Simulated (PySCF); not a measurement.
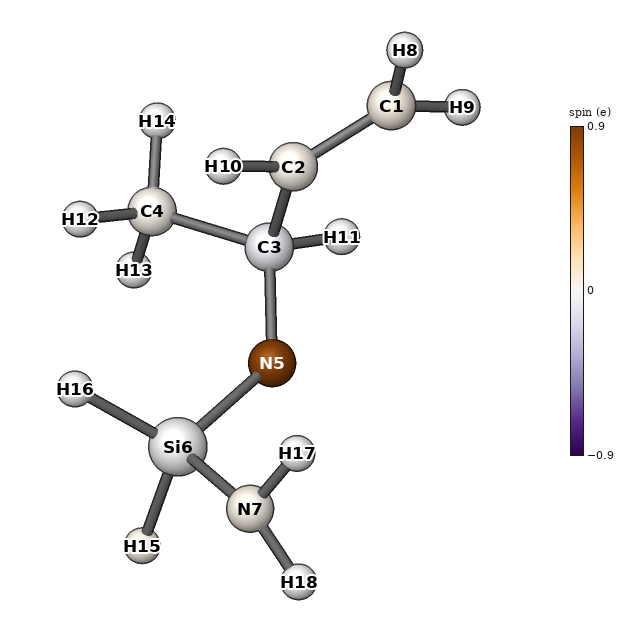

Atoms are coloured by their Mulliken spin populations. State: neutral, doublet. The geometry was computed by an optimisation with GFN2-xTB. No frequency run is at hand to confirm it as a minimum. Properties computed with UKS B3LYP, pcH-1 on C H N Si, non-relativistic (PySCF 2.14.0).

List the Mulliken spin populations.

| atom | value (e) |
| --- | --- |
| C1 | 0.05 |
| C2 | 0.04 |
| C3 | −0.06 |
| C4 | 0.03 |
| N5 | 0.86 |
| Si6 | −0.03 |
| N7 | 0.05 |
| H8 | 0.00 |
| H9 | 0.00 |
| H10 | 0.00 |
| H11 | 0.01 |
| H12 | 0.00 |
| H13 | 0.00 |
| H14 | 0.00 |
| H15 | 0.05 |
| H16 | 0.00 |
| H17 | 0.00 |
| H18 | 0.00 |

Mulliken values depend strongly on the basis set. The geometry is semi-empirical. Around Si such bond lengths and angles can be off by a tenth of an ångström or more and by several degrees, and values that hang on the shape move with them.
